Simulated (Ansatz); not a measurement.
# C2H7BSi (charge +1, doublet): what the fields show

```xyz
11

C    -1.6385    0.5788    0.5005
C     0.9471   -1.9065   -2.5009
B    -0.4507    0.1053   -0.2676
Si    1.0527   -0.5264   -1.2694
H    -2.5007   -0.0425    0.1691
H    -1.5317    0.4315    1.5915
H    -1.8963    1.6327    0.2857
H     2.3249    0.1732   -0.9893
H     1.6364   -2.7141   -2.1999
H    -0.0717   -2.3105   -2.5828
H     1.2732   -1.5368   -3.4883
```

Geometry: B3LYP-D3(BJ)/def2-SVP.

The calculation used isolated molecule in a Gaussian basis; Kohn-Sham density functional theory, functional PBE0 (Ansatz 0.2.0).

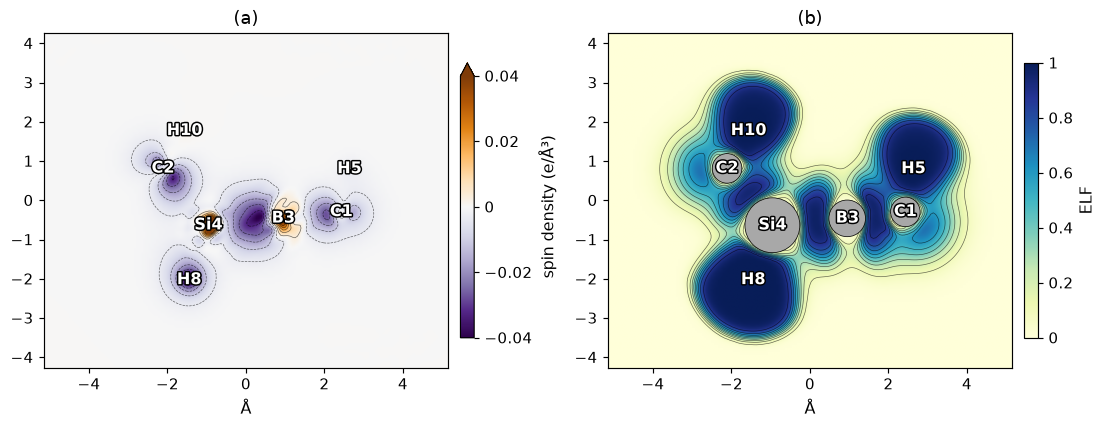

Figure 1. (a) spin density; (b) electron localisation function on the plane of atoms C2, Si4 and H8. Grey discs cover the atomic cores in the ELF map.

**Describe what can be read from this map.**

- The section cuts through C, B, Si and H sites.
- C–B (1.49 Å): the ELF peaks at about 0.95 between the atoms; localised, covalent bonding.
- C–Si (1.85 Å): the ELF peaks at about 0.95 between the atoms: localised, covalent bonding.
- Si–B (1.91 Å): the ELF peaks at about 1 between the atoms; a shared electron pair.
- C–H (1.10 Å): the ELF climbs to about 1 towards the hydrogen, as it does in any bond to H (a covalent bond by its length).
- Si–H (1.48 Å): the ELF climbs to about 1 towards the hydrogen.
- The unpaired spin (1 electron) lies mostly on Si4 (about 0.5) and B3 (about 0.4), in electrons by Hirshfeld's partition.

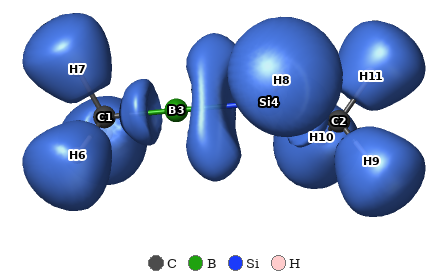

Figure 2. Isosurface of the ELF at 0.8 (blue), seen from one side. Core shells and regions of very low density are left out.

**What do the ELF domains correspond to?**

The surface consists of one region between bonded B–C atoms (shared pairs), one region between bonded B–Si atoms (shared pairs), one region between bonded C–Si atoms (shared pairs) and seven regions around hydrogen nuclei.

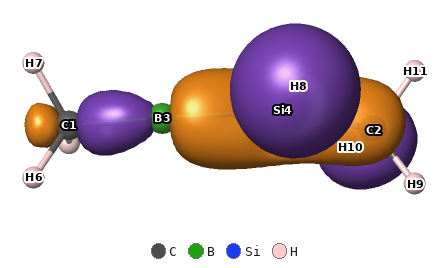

Figure 3. The HOMO−1 (β) at ±0.15 Å⁻³ᐟ² (orange and purple are the two phases), seen from one side.

**What is the character of this orbital?**

It lies mainly on Si4 (about 30 %), H8 (about 25 %), C2 (about 15 %), B3 (about 10 %) and H10 (about 5 %). Its energy is −15.07 eV.
